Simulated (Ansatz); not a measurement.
Consider F₂H₂OSi.

Input

```
crystal:
  periodic: [false, false, false]
  atoms:
    - {symbol: Si, position_ang: [-0.411316, 0.416204, -0.545761]}
    - {symbol: O, position_ang: [0.934005, -0.404489, 0.355894]}
    - {symbol: H, position_ang: [0.806440, -0.616006, -0.894171]}
    - {symbol: F, position_ang: [-1.692271, -0.170696, 0.215569]}
    - {symbol: F, position_ang: [-0.329854, 1.928893, -0.055378]}
    - {symbol: H, position_ang: [0.693095, -1.153806, 0.923847]}
basis:
  gaussian: {orbitals: def2-TZVPP}
hamiltonian: {xc: pbe0, dispersion: d4}
output: {orbitals: {seedname: orbitals}}
```

Launched as:

```sh
ansatz run in.yaml --threads 2 --pin off --events-out ev --progress --plain --max-ram 4352MiB
```

A transition-state structure; geometry: PBE0-D4/def2-TZVP.

The calculation used RKS PBE0-D4/def2-TZVPP in Ansatz 0.2.0.

**What can the converged electron density and electron localisation function tell about the bonding?**

Si–F (1.59 Å): ρ is about 1.2 e/Å³ halfway; the ELF peaks at about 0.85 in the valence shell of F, 0.6 Å from its nucleus, and is about 0.45 at the midpoint.

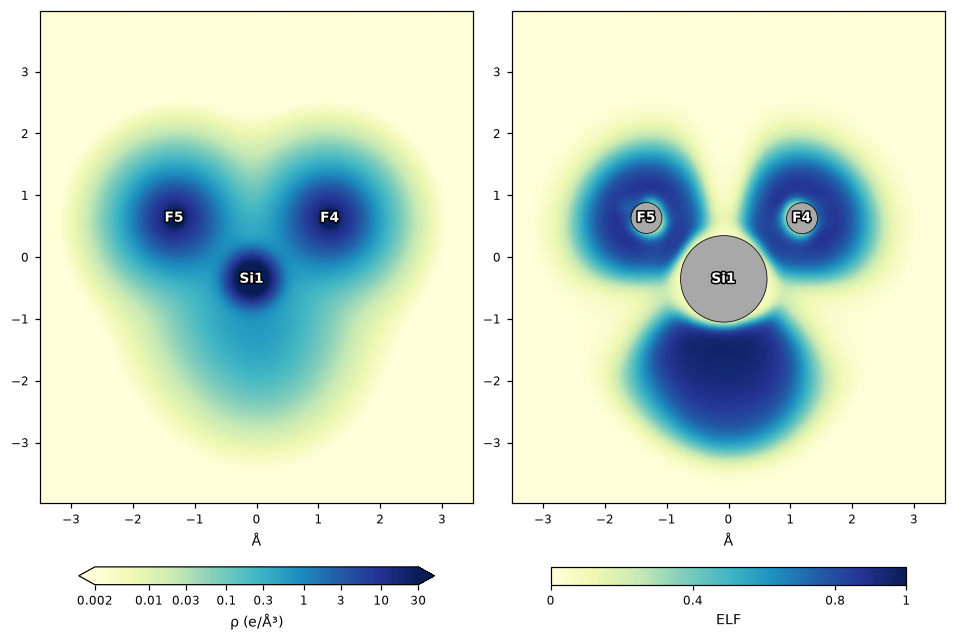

Computed electron density and electron localisation function on the plane of atoms F4, Si1 and F5, in this order. Grey discs cover the atomic cores in the ELF map. 
